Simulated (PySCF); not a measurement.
SMILES C=[CH][SnH]([CH]=C)[CH]=C, GFN2-xTB optimised geometry. Atoms within 1.6 Å of the plane z = 0.0 Å (x, y, z in Å): Sn1 (-1.04, -0.77, 0.00), C3 (-2.65, -2.93, 1.56), C4 (1.12, -0.77, 0.00), C5 (1.86, -0.11, 0.87), C6 (-1.78, 1.26, 0.00), C7 (-1.02, 2.33, -0.05), H8 (-1.57, -1.56, -1.41), H10 (-2.94, -3.33, 0.61), H12 (1.60, -1.36, -0.77), H14 (2.94, -0.14, 0.83), H15 (-2.86, 1.37, 0.06), H16 (-1.44, 3.33, -0.04), H17 (0.05, 2.27, -0.11).

Computed with PBE0/def2-SVP, def2 effective core potentials past Kr (PySCF). The core electrons that the potentials of Sn replace are not part of the density. Cells within 0.4 Å of a nucleus heavier than hydrogen are left out (blank, or x).

Map of the deformation density (molecule minus spherical neutral atoms) (e/bohr³) on the plane z = 0.0 Å:

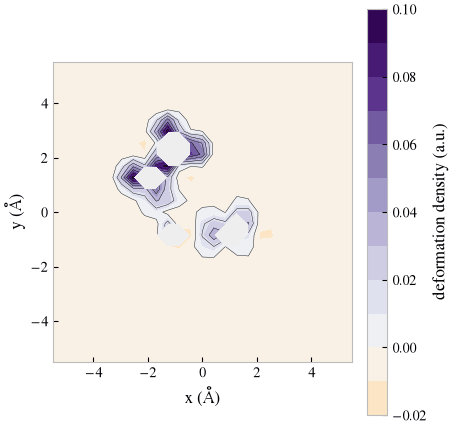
Figure. Deformation density (molecule minus spherical neutral atoms) (e/bohr³) on the plane z = 0.0 Å.
